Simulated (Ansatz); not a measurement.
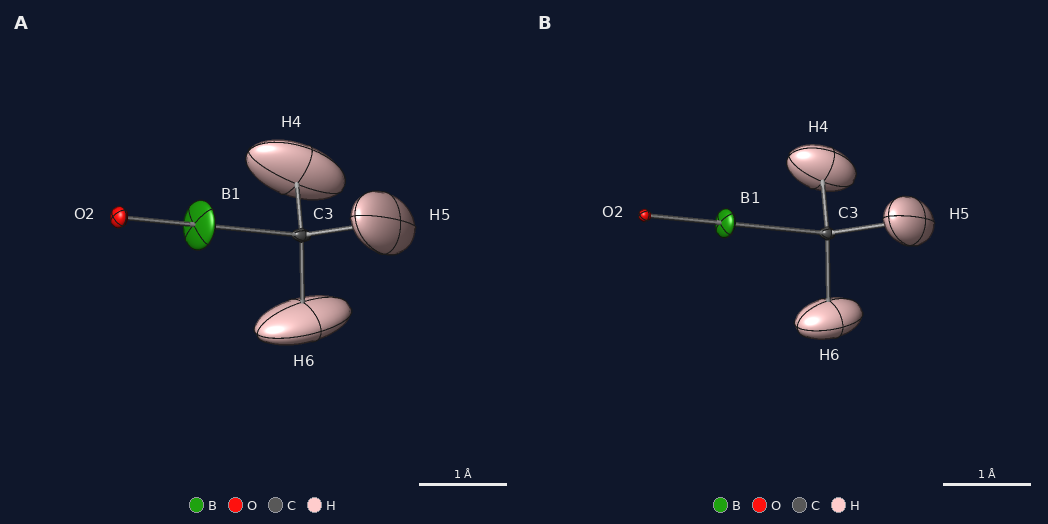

Displacement ellipsoids at the 50 % level, scaled by 2, from the internal vibrations of the free molecule (harmonic, no overall translation or rotation; no half-axis is drawn under 0.075 Å). Vibrations computed with RKS PBE0-D4/def2-TZVP (Ansatz 0.2.0). One panel is for 200 K, the other for 900 K.

Question: Which panel is for 900 K?

Answer: A.

Question: How much does the mean-square displacement of B1 grow, and why?

Answer: U_eq goes from 0.0022 to 0.0061 Å², a factor of 2.7. Modes below kT (626 cm⁻¹ at 900 K) grow about in proportion to T, and the lowest lies at 365 cm⁻¹; the mean-square amplitude of a mode is its zero-point value times coth(ħω/2kT), which comes close to 1 only above about 3kT.
